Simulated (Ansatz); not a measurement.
Geometry relaxation, with input and output: C₃H₉OPSi (part 3 of 4)

The same run, continued: C₃H₉OPSi; RKS revPBE-D4/STO-3G (Ansatz 0.2.0). The run did not end well. It belongs to a series of runs on one base structure; here: end point B relaxed. The run did not end well; see the last part.

Geometry of the input (Å):
```
C  -0.2612  -1.8947  -1.2327
C  0.2078  -0.7618  -0.6685
C  1.4122  -0.8394  0.1773
O  -0.3052  0.4776  -0.9614
Si -0.2560  1.8381  -0.0601
P  -1.5863  1.6548  1.7209
H  0.1395  -2.8351  -1.0894
H  -1.1415  -1.7562  -1.8955
H  1.8665  -1.8372  0.2416
H  2.2297  -0.1755  -0.1664
H  1.2118  -0.5776  1.2508
H  1.1561  2.0704  0.4346
H  -0.7576  3.0434  -0.8480
H  -0.6509  2.0741  2.6963
H  -2.1737  2.9454  1.6193
```

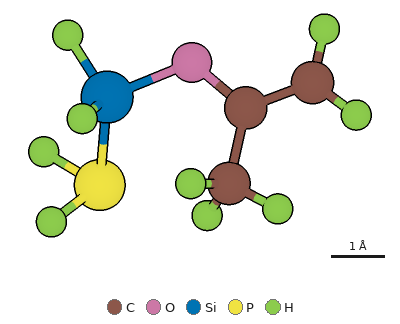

Fig. 1: The geometry at step 27 of the log (ball-and-stick view, seen at a tilt).

## Trajectory as extended XYZ, continued
```
15
Properties=species:S:1:pos:R:3:forces:R:3 step=16 energy=-22204.30452
C    -0.1920   -1.8746   -1.3999    0.0236   0.0919   0.0398
C     0.1627   -0.7314   -0.7437   -0.0166  -0.0731  -0.0481
C     1.1850   -0.7547    0.4234    0.0041   0.0172   0.0276
O    -0.3851    0.4962   -1.1995   -0.0134  -0.0201   0.0160
Si   -0.2679    1.8680   -0.1149    0.0293  -0.0045  -0.0080
P    -1.2634    1.4895    1.8651    0.0439   0.0138  -0.0088
H     0.2474   -2.8459   -1.1317   -0.0026   0.0289   0.0049
H    -0.9171   -1.8512   -2.2276    0.0122  -0.0056   0.0104
H     1.5859   -1.7799    0.5402   -0.0077   0.0308   0.0030
H     2.0355   -0.0656    0.2296   -0.0407  -0.0426   0.0160
H     0.7122   -0.4587    1.3858    0.0328  -0.0211  -0.0518
H     1.1344    2.2727    0.0400   -0.0273  -0.0094  -0.0042
H    -0.9552    2.8942   -0.8939    0.0033  -0.0003   0.0133
H    -0.1359    1.9833    2.5843   -0.0273  -0.0129  -0.0200
H    -1.8554    2.7845    1.8614   -0.0136   0.0071   0.0099
15
Properties=species:S:1:pos:R:3:forces:R:3 step=17 energy=-22204.30542
C    -0.1718   -1.8771   -1.4173    0.0081   0.0727   0.0097
C     0.1542   -0.7350   -0.7454   -0.0100  -0.0377  -0.0274
C     1.1609   -0.7573    0.4359   -0.0001   0.0184   0.0243
O    -0.4175    0.4865   -1.1907    0.0094  -0.0276   0.0267
Si   -0.2731    1.8664   -0.1193   -0.0044  -0.0055   0.0158
P    -1.2364    1.5026    1.8808    0.0420   0.0309  -0.0181
H     0.2806   -2.8422   -1.1501   -0.0009   0.0140   0.0037
H    -0.8845   -1.8599   -2.2560    0.0148  -0.0012   0.0217
H     1.5742   -1.7781    0.5468   -0.0143   0.0253  -0.0002
H     2.0060   -0.0563    0.2633   -0.0412  -0.0334   0.0083
H     0.6706   -0.4792    1.3950    0.0298  -0.0172  -0.0531
H     1.1341    2.2632    0.0069   -0.0262  -0.0030  -0.0003
H    -0.9709    2.8925   -0.8894    0.0091  -0.0109   0.0051
H    -0.0981    2.0053    2.5758   -0.0278  -0.0071  -0.0112
H    -1.8372    2.7950    1.8823    0.0118  -0.0176  -0.0051
15
Properties=species:S:1:pos:R:3:forces:R:3 step=19 energy=-22204.30611
C    -0.1274   -1.8789   -1.4584   -0.0064   0.0810   0.0421
C     0.1394   -0.7442   -0.7480   -0.0184  -0.0250  -0.0447
C     1.1127   -0.7691    0.4615    0.0017   0.0220   0.0081
O    -0.4780    0.4656   -1.1676    0.0484  -0.0401   0.0687
Si   -0.2842    1.8593   -0.1199   -0.0424  -0.0138  -0.0062
P    -1.1738    1.5318    1.9210    0.0691   0.0543  -0.0247
H     0.3486   -2.8339   -1.1968   -0.0029   0.0035  -0.0015
H    -0.8226   -1.8699   -2.3118    0.0260   0.0144   0.0146
H     1.5464   -1.7824    0.5597   -0.0073   0.0122   0.0022
H     1.9471   -0.0464    0.3317   -0.0465  -0.0317   0.0007
H     0.5883   -0.5266    1.4120    0.0217  -0.0088  -0.0556
H     1.1279    2.2530   -0.0545   -0.0265  -0.0115   0.0047
H    -1.0082    2.8778   -0.8753    0.0085  -0.0091  -0.0028
H    -0.0211    2.0796    2.5562   -0.0426  -0.0167   0.0031
H    -1.8038    2.8106    1.9090    0.0176  -0.0305  -0.0086
15
Properties=species:S:1:pos:R:3:forces:R:3 step=20 energy=-22204.30657
C    -0.1258   -1.8797   -1.4611    0.0237   0.0781   0.0201
C     0.1363   -0.7466   -0.7465   -0.0153  -0.0263  -0.0515
C     1.1080   -0.7716    0.4637   -0.0166   0.0159   0.0205
O    -0.4842    0.4621   -1.1636    0.0431  -0.0264   0.0628
Si   -0.2874    1.8583   -0.1202   -0.0034  -0.0167  -0.0059
P    -1.1610    1.5362    1.9274    0.0407   0.0370  -0.0023
H     0.3516   -2.8344   -1.2010   -0.0029   0.0066  -0.0029
H    -0.8078   -1.8665   -2.3249    0.0013   0.0076   0.0312
H     1.5427   -1.7843    0.5616   -0.0035   0.0104   0.0022
H     1.9409   -0.0471    0.3360   -0.0405  -0.0296  -0.0025
H     0.5813   -0.5307    1.4131    0.0221  -0.0065  -0.0409
H     1.1247    2.2519   -0.0596   -0.0215  -0.0092  -0.0041
H    -1.0131    2.8738   -0.8778    0.0005  -0.0043   0.0042
H    -0.0126    2.0961    2.5603   -0.0378  -0.0165  -0.0250
H    -1.8023    2.8088    1.9115    0.0101  -0.0201  -0.0056
15
Properties=species:S:1:pos:R:3:forces:R:3 step=21 energy=-22204.30704
C    -0.1242   -1.8779   -1.4632    0.0135   0.0387   0.0115
C     0.1379   -0.7470   -0.7466   -0.0209  -0.0127  -0.0318
C     1.1069   -0.7738    0.4649   -0.0059   0.0138   0.0083
O    -0.4835    0.4614   -1.1610    0.0287  -0.0095   0.0468
Si   -0.2868    1.8583   -0.1192    0.0068  -0.0259  -0.0178
P    -1.1542    1.5358    1.9295    0.0259   0.0244   0.0090
H     0.3526   -2.8336   -1.2051   -0.0037   0.0072  -0.0034
H    -0.8094   -1.8631   -2.3241    0.0054   0.0066   0.0186
H     1.5405   -1.7866    0.5637    0.0001   0.0056   0.0014
H     1.9397   -0.0499    0.3378   -0.0197  -0.0192   0.0012
H     0.5790   -0.5319    1.4126    0.0106  -0.0037  -0.0216
H     1.1246    2.2531   -0.0616   -0.0117  -0.0049  -0.0041
H    -1.0154    2.8714   -0.8769   -0.0011   0.0009   0.0042
H    -0.0106    2.1076    2.5598   -0.0293  -0.0122  -0.0245
H    -1.8059    2.8023    1.9080    0.0014  -0.0090   0.0021
15
Properties=species:S:1:pos:R:3:forces:R:3 step=22 energy=-22204.30680 accepted=F
C    -0.1188   -1.8753   -1.4661   -0.0047   0.0032  -0.0240
C     0.1328   -0.7481   -0.7419    0.0188   0.0238  -0.0197
C     1.1002   -0.7769    0.4701    0.0545   0.0126   0.0065
O    -0.4881    0.4597   -1.1561   -0.0154  -0.0385   0.0088
Si   -0.2914    1.8586   -0.1218    0.0101  -0.0108   0.0594
P    -1.1487    1.5383    1.9334    0.0017   0.0092  -0.0375
H     0.3686   -2.8274   -1.2170   -0.0150  -0.0162   0.0162
H    -0.8014   -1.8595   -2.3288    0.0054   0.0065   0.0047
H     1.5264   -1.7928    0.5738   -0.0214   0.0130   0.0040
H     1.9414   -0.0636    0.3351   -0.0353  -0.0084   0.0163
H     0.5781   -0.5236    1.4181    0.0056  -0.0055  -0.0332
H     1.1204    2.2519   -0.0707   -0.0042   0.0042  -0.0014
H    -1.0231    2.8699   -0.8788   -0.0036   0.0004   0.0003
H    -0.0035    2.1112    2.5558    0.0059   0.0072  -0.0038
H    -1.8016    2.8038    1.9136   -0.0024  -0.0007   0.0033
15
Properties=species:S:1:pos:R:3:forces:R:3 step=24 energy=-22204.30748
C    -0.1207   -1.8759   -1.4681    0.0022  -0.0033  -0.0018
C     0.1376   -0.7489   -0.7458   -0.0036   0.0019  -0.0006
C     1.1045   -0.7780    0.4665    0.0023   0.0015   0.0018
O    -0.4876    0.4584   -1.1535   -0.0010   0.0056   0.0084
Si   -0.2850    1.8562   -0.1168    0.0006  -0.0058  -0.0080
P    -1.1426    1.5391    1.9360    0.0095  -0.0060   0.0109
H     0.3567   -2.8322   -1.2144   -0.0006   0.0026  -0.0023
H    -0.8072   -1.8576   -2.3274    0.0010   0.0024   0.0019
H     1.5370   -1.7912    0.5659   -0.0017   0.0015   0.0014
H     1.9381   -0.0557    0.3404   -0.0010  -0.0035   0.0006
H     0.5757   -0.5349    1.4127    0.0006  -0.0017  -0.0014
H     1.1269    2.2486   -0.0674   -0.0024   0.0004   0.0012
H    -1.0169    2.8690   -0.8715    0.0009   0.0013  -0.0044
H    -0.0082    2.1368    2.5554   -0.0012  -0.0008  -0.0024
H    -1.8171    2.7927    1.9068   -0.0055   0.0039  -0.0054
15
Properties=species:S:1:pos:R:3:forces:R:3 step=25 energy=-22204.30752
C    -0.1085   -1.8739   -1.4908    0.0145   0.0242   0.0140
C     0.1302   -0.7575   -0.7448    0.0275  -0.0188   0.0179
C     1.0907   -0.7943    0.4725   -0.0302  -0.0237   0.0093
O    -0.5202    0.4451   -1.1238   -0.0269   0.0139  -0.0344
Si   -0.2779    1.8484   -0.1050    0.0337  -0.0060   0.0126
P    -1.0796    1.5534    1.9744    0.0414   0.2223   0.0496
H     0.3792   -2.8294   -1.2540   -0.0003   0.0108   0.0010
H    -0.7902   -1.8453   -2.3531   -0.0126  -0.0076  -0.0107
H     1.5266   -1.8065    0.5656   -0.0020  -0.0014   0.0017
H     1.9219   -0.0675    0.3614    0.0104   0.0073  -0.0146
H     0.5515   -0.5610    1.4154    0.0103  -0.0058   0.0070
H     1.1401    2.2225   -0.0883   -0.0176   0.0010   0.0014
H    -1.0134    2.8651   -0.8510   -0.0025  -0.0009  -0.0086
H     0.0107    2.2839    2.5436   -0.1304  -0.0776  -0.0654
H    -1.8698    2.7431    1.8966    0.0849  -0.1376   0.0193
15
Properties=species:S:1:pos:R:3:forces:R:3 step=26 energy=-22204.30835
C    -0.1109   -1.8736   -1.4855   -0.0025   0.0053   0.0039
C     0.1325   -0.7550   -0.7451    0.0134  -0.0085   0.0165
C     1.0942   -0.7914    0.4711   -0.0033  -0.0081   0.0004
O    -0.5106    0.4492   -1.1324   -0.0171   0.0049  -0.0144
Si   -0.2794    1.8508   -0.1088    0.0170   0.0115   0.0138
P    -1.0941    1.5509    1.9648    0.0085   0.0534   0.0231
H     0.3739   -2.8294   -1.2443    0.0003   0.0030   0.0008
H    -0.7957   -1.8483   -2.3457   -0.0011  -0.0027  -0.0089
H     1.5262   -1.8051    0.5668   -0.0032  -0.0002   0.0001
H     1.9285   -0.0688    0.3537    0.0046   0.0038  -0.0035
H     0.5599   -0.5528    1.4154    0.0011  -0.0011   0.0015
H     1.1364    2.2314   -0.0835   -0.0059  -0.0018   0.0010
H    -1.0143    2.8654   -0.8583   -0.0022   0.0003  -0.0034
H     0.0027    2.2500    2.5483   -0.0273  -0.0193  -0.0256
H    -1.8580    2.7530    1.9021    0.0178  -0.0406  -0.0053
15
Properties=species:S:1:pos:R:3:forces:R:3 step=27 energy=-22204.30872
C    -0.1100   -1.8710   -1.4885   -0.0079  -0.0045  -0.0073
C     0.1307   -0.7554   -0.7431    0.0108   0.0047   0.0175
C     1.0924   -0.7955    0.4728    0.0086  -0.0074  -0.0013
O    -0.5154    0.4488   -1.1254   -0.0131  -0.0050  -0.0232
Si   -0.2763    1.8506   -0.1046   -0.0028  -0.0087   0.0076
P    -1.0806    1.5506    1.9733    0.0229   0.0422  -0.0175
H     0.3755   -2.8270   -1.2505    0.0018  -0.0020   0.0016
H    -0.7934   -1.8428   -2.3498   -0.0014  -0.0036  -0.0067
H     1.5204   -1.8109    0.5685   -0.0042   0.0000  -0.0011
H     1.9299   -0.0768    0.3538    0.0024   0.0044   0.0009
H     0.5603   -0.5542    1.4176   -0.0021   0.0016   0.0016
H     1.1399    2.2288   -0.0863   -0.0017  -0.0006   0.0055
H    -1.0138    2.8652   -0.8518    0.0019   0.0024  -0.0006
H     0.0032    2.2829    2.5374   -0.0159  -0.0041   0.0120
H    -1.8715    2.7330    1.8955    0.0006  -0.0194   0.0109
15
Properties=species:S:1:pos:R:3:forces:R:3 step=29 energy=-22204.29887 accepted=F
C    -0.1171   -1.8763   -1.4898    0.0442   0.0353  -0.0550
C     0.1253   -0.7589   -0.7462   -0.0173  -0.0600  -0.0566
C     1.0914   -0.7980    0.4666   -0.0339   0.0335   0.0202
O    -0.5221    0.4447   -1.1352    0.0321   0.0341   0.0956
Si   -0.2721    1.8448   -0.1117    0.0465   0.1723   0.0779
P    -1.0374    1.5713    1.9816   -0.2040  -0.2823   0.1313
H     0.3701   -2.8306   -1.2481    0.0013  -0.0107  -0.0046
H    -0.7783   -1.8467   -2.3702   -0.0147  -0.0027   0.0804
H     1.5061   -1.8181    0.5692    0.0141   0.0036  -0.0009
H     1.9365   -0.0877    0.3376   -0.0328  -0.0416   0.0003
H     0.5645   -0.5417    1.4111    0.0122   0.0006  -0.0092
H     1.1454    2.2117   -0.0735    0.0289  -0.0020  -0.0791
H    -1.0004    2.8676   -0.8585    0.0141  -0.0140   0.0043
H    -0.0068    2.3538    2.5713    0.0520   0.0945  -0.1458
H    -1.9139    2.6904    1.9146    0.0574   0.0396  -0.0587
15
Properties=species:S:1:pos:R:3:forces:R:3 step=30 energy=-22204.30934
C    -0.1099   -1.8704   -1.4918   -0.0073  -0.0009  -0.0053
C     0.1296   -0.7565   -0.7434    0.0006  -0.0025   0.0057
C     1.0916   -0.7989    0.4722    0.0089   0.0005  -0.0031
O    -0.5196    0.4476   -1.1224   -0.0042  -0.0041  -0.0059
Si   -0.2723    1.8493   -0.1030   -0.0037   0.0156   0.0098
P    -1.0645    1.5545    1.9799    0.0034   0.0097   0.0090
H     0.3763   -2.8265   -1.2555    0.0020  -0.0028   0.0001
H    -0.7930   -1.8414   -2.3536    0.0021  -0.0011   0.0002
H     1.5155   -1.8159    0.5685   -0.0010   0.0003  -0.0010
H     1.9317   -0.0831    0.3519   -0.0019  -0.0025   0.0022
H     0.5608   -0.5544    1.4170   -0.0018   0.0014  -0.0005
H     1.1449    2.2229   -0.0871    0.0030  -0.0020  -0.0009
H    -1.0084    2.8662   -0.8488    0.0034   0.0006   0.0009
H    -0.0013    2.3206    2.5379   -0.0080   0.0012  -0.0053
H    -1.8901    2.7122    1.8970    0.0046  -0.0134  -0.0061
15
Properties=species:S:1:pos:R:3:forces:R:3 step=31 energy=-22204.31025
C    -0.1101   -1.8671   -1.4998   -0.0084  -0.0027  -0.0130
C     0.1259   -0.7590   -0.7416   -0.0145   0.0010  -0.0086
C     1.0897   -0.8090    0.4721    0.0223   0.0081  -0.0048
O    -0.5312    0.4452   -1.1092    0.0108  -0.0121   0.0101
Si   -0.2628    1.8468   -0.0949   -0.0018   0.0209   0.0150
P    -1.0250    1.5610    2.0006   -0.0091   0.1496   0.0331
H     0.3783   -2.8236   -1.2703    0.0031  -0.0068  -0.0009
H    -0.7914   -1.8330   -2.3631    0.0033   0.0005   0.0113
H     1.5035   -1.8302    0.5687   -0.0002   0.0039  -0.0020
H     1.9372   -0.1019    0.3473   -0.0126  -0.0112   0.0079
H     0.5643   -0.5567    1.4179   -0.0019   0.0027  -0.0043
H     1.1567    2.2104   -0.0908    0.0097  -0.0026  -0.0071
H    -0.9987    2.8676   -0.8363    0.0077  -0.0001   0.0070
H    -0.0124    2.4174    2.5318   -0.0840  -0.0539  -0.0596
H    -1.9327    2.6582    1.8863    0.0756  -0.0972   0.0158
15
Properties=species:S:1:pos:R:3:forces:R:3 step=32 energy=-22204.31087
C    -0.1120   -1.8663   -1.5010   -0.0047  -0.0013  -0.0135
C     0.1253   -0.7596   -0.7410   -0.0143   0.0017  -0.0125
C     1.0906   -0.8122    0.4714    0.0196   0.0075  -0.0032
O    -0.5320    0.4454   -1.1057    0.0130  -0.0114   0.0132
Si   -0.2576    1.8466   -0.0922   -0.0272   0.0237   0.0083
P    -1.0153    1.5637    2.0054    0.0102   0.1467   0.0441
H     0.3765   -2.8234   -1.2739    0.0018  -0.0063  -0.0004
H    -0.7932   -1.8302   -2.3642    0.0016   0.0006   0.0130
H     1.5015   -1.8346    0.5675    0.0004   0.0043  -0.0019
H     1.9399   -0.1075    0.3456   -0.0131  -0.0117   0.0069
H     0.5669   -0.5581    1.4177   -0.0012   0.0031  -0.0039
H     1.1627    2.2068   -0.0907    0.0081  -0.0044  -0.0024
H    -0.9927    2.8692   -0.8318    0.0107   0.0018   0.0029
H    -0.0197    2.4482    2.5230   -0.0914  -0.0597  -0.0451
H    -1.9498    2.6381    1.8886    0.0864  -0.0947  -0.0055
15
Properties=species:S:1:pos:R:3:forces:R:3 step=34 energy=-22204.31434
C    -0.1271   -1.8629   -1.5020    0.0026   0.0043   0.0027
C     0.1243   -0.7608   -0.7394   -0.0122  -0.0047  -0.0149
C     1.1015   -0.8235    0.4631    0.0016   0.0017   0.0002
O    -0.5316    0.4493   -1.0908    0.0140   0.0064   0.0243
Si   -0.2334    1.8467   -0.0772   -0.0212   0.0051  -0.0057
P    -0.9724    1.5732    2.0280   -0.0128   0.2124   0.0500
H     0.3591   -2.8236   -1.2843   -0.0021   0.0016  -0.0015
H    -0.8183   -1.8204   -2.3570    0.0018   0.0041   0.0100
H     1.5026   -1.8502    0.5547    0.0027   0.0035  -0.0007
H     1.9562   -0.1272    0.3301   -0.0080  -0.0096  -0.0003
H     0.5886   -0.5637    1.4139    0.0054   0.0001  -0.0055
H     1.1912    2.1894   -0.0801    0.0006  -0.0067   0.0005
H    -0.9581    2.8801   -0.8120    0.0102   0.0050  -0.0013
H    -0.0764    2.5808    2.5063   -0.1064  -0.1004  -0.0592
H    -2.0149    2.5390    1.8656    0.1239  -0.1230   0.0016
15
Properties=species:S:1:pos:R:3:forces:R:3 step=35 energy=-22204.31347 accepted=F
C    -0.1656   -1.8541   -1.4871    0.0145   0.0222   0.0196
C     0.1220   -0.7557   -0.7309   -0.0089   0.0009  -0.0226
C     1.1291   -0.8323    0.4466   -0.0311  -0.0002   0.0034
O    -0.5212    0.4655   -1.0681    0.0217   0.0136   0.0036
Si   -0.1979    1.8526   -0.0462    0.0537  -0.1536  -0.0743
P    -0.9315    1.5702    2.0576   -0.0858   0.5433  -0.1250
H     0.3143   -2.8213   -1.2833   -0.0094   0.0081  -0.0007
H    -0.8777   -1.8016   -2.3244    0.0073   0.0065   0.0167
H     1.5203   -1.8637    0.5266    0.0004  -0.0025   0.0028
H     1.9880   -0.1457    0.2938   -0.0018  -0.0059  -0.0072
H     0.6425   -0.5668    1.4101    0.0215  -0.0110  -0.0197
H     1.2334    2.1660   -0.0355   -0.0087   0.0014  -0.0069
H    -0.8921    2.9073   -0.7819   -0.0016  -0.0007   0.0311
H    -0.1799    2.7305    2.4511   -0.2224  -0.2236   0.0110
H    -2.0925    2.3754    1.7904    0.2507  -0.1986   0.1683
15
Properties=species:S:1:pos:R:3:forces:R:3 step=36 energy=-22204.31735
C    -0.1434   -1.8597   -1.4953   -0.0134  -0.0206  -0.0057
C     0.1170   -0.7601   -0.7339    0.0582   0.0376   0.0258
C     1.1083   -0.8253    0.4563   -0.0071  -0.0145   0.0030
O    -0.5317    0.4546   -1.0795   -0.0579   0.0098  -0.0320
Si   -0.2212    1.8499   -0.0688    0.1014  -0.0348   0.0259
P    -0.9410    1.5731    2.0415   -0.0099   0.0091  -0.0440
H     0.3472   -2.8204   -1.2881   -0.0140  -0.0026   0.0095
H    -0.8462   -1.8138   -2.3393   -0.0117  -0.0034  -0.0300
H     1.5151   -1.8499    0.5421   -0.0105  -0.0168  -0.0059
H     1.9582   -0.1272    0.3140    0.0338   0.0215  -0.0044
H     0.6068   -0.5669    1.4128   -0.0006  -0.0014   0.0106
H     1.2096    2.1630   -0.0599    0.0080   0.0142  -0.0111
H    -0.9116    2.9035   -0.8102   -0.0237  -0.0318   0.0268
H    -0.1326    2.6574    2.4850    0.0226   0.0276   0.0107
H    -2.0434    2.4482    1.8421   -0.0752   0.0061   0.0208
15
Properties=species:S:1:pos:R:3:forces:R:3 step=37 energy=-22204.32203
C    -0.1604   -1.8568   -1.4912    0.0120   0.0115   0.0074
C     0.1252   -0.7566   -0.7379   -0.0233  -0.0212   0.0544
C     1.1238   -0.8314    0.4464   -0.0106  -0.0223  -0.0020
O    -0.5227    0.4619   -1.0725   -0.0001   0.0243  -0.0256
Si   -0.1944    1.8503   -0.0567    0.0090  -0.0075  -0.0158
P    -0.9223    1.5860    2.0506   -0.0006   0.0381   0.0253
H     0.3093   -2.8264   -1.2760    0.0136   0.0128  -0.0180
H    -0.8658   -1.8040   -2.3334   -0.0158  -0.0023   0.0053
H     1.5258   -1.8587    0.5223    0.0035  -0.0084  -0.0043
H     1.9758   -0.1348    0.3044    0.0165  -0.0019  -0.0093
H     0.6298   -0.5787    1.4087   -0.0052   0.0074  -0.0015
H     1.2383    2.1562   -0.0513   -0.0091   0.0226  -0.0079
H    -0.8953    2.9053   -0.7862    0.0262  -0.0118   0.0031
H    -0.1920    2.7363    2.4703   -0.0126  -0.0136  -0.0088
H    -2.0838    2.3776    1.8214   -0.0036  -0.0277  -0.0022
```
